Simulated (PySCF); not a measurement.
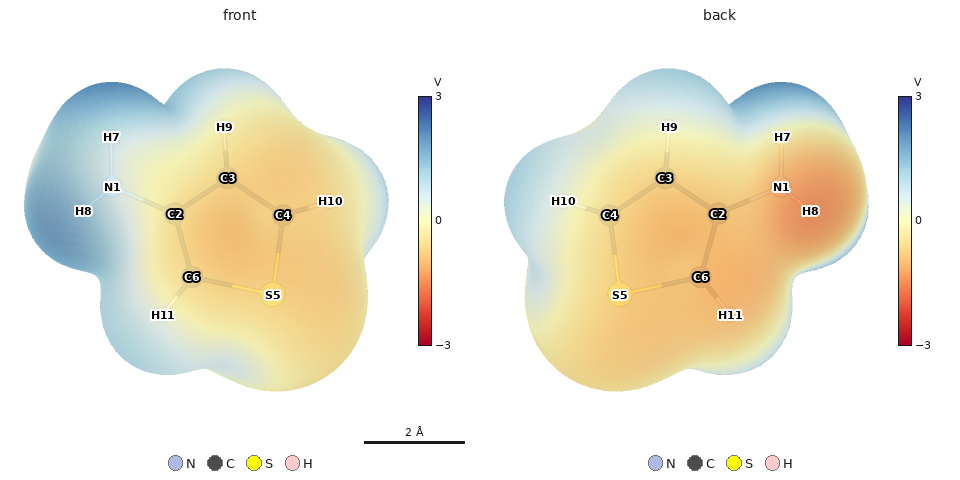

*C4H5NS. The molecular electrostatic potential painted on the density surface at 0.002 e/bohr³, seen from the front and from behind; the colour scale runs from red (negative) to blue (positive).*

Geometry: GFN2-xTB.

Theory: PBE0/pcSseg-1, SCF density, in a chloroform solvent model, non-relativistic (PySCF 2.14.0).

```yaml
atoms:
  - { symbol: N, position_ang: [1.8323, -0.1224, -0.0409] }
  - { symbol: C, position_ang: [0.4646, 0.1046, -0.0162] }
  - { symbol: C, position_ang: [-0.4951, -0.9449, -0.0961] }
  - { symbol: C, position_ang: [-1.7688, -0.4873, -0.1417] }
  - { symbol: S, position_ang: [-1.8460, 1.2280, -0.0924] }
  - { symbol: C, position_ang: [-0.1279, 1.3331, 0.0020] }
  - { symbol: H, position_ang: [2.1160, -1.0108, 0.3430] }
  - { symbol: H, position_ang: [2.3925, 0.6480, 0.2903] }
  - { symbol: H, position_ang: [-0.2275, -1.9865, -0.1200] }
  - { symbol: H, position_ang: [-2.6764, -1.0537, -0.2035] }
  - { symbol: H, position_ang: [0.3417, 2.2947, 0.0496] }
```

**Describe the electrostatic potential map.**

The most negative region (about −1.5 V, or −35 kcal/mol for a unit charge) lies over N1, the most positive (about +2.0 V, or +46 kcal/mol for a unit charge) over H7 and H8. N1 is the likeliest acceptor of a hydrogen bond.

**What dipole moment does the calculation give?**

Its dipole moment is 2.37 D.
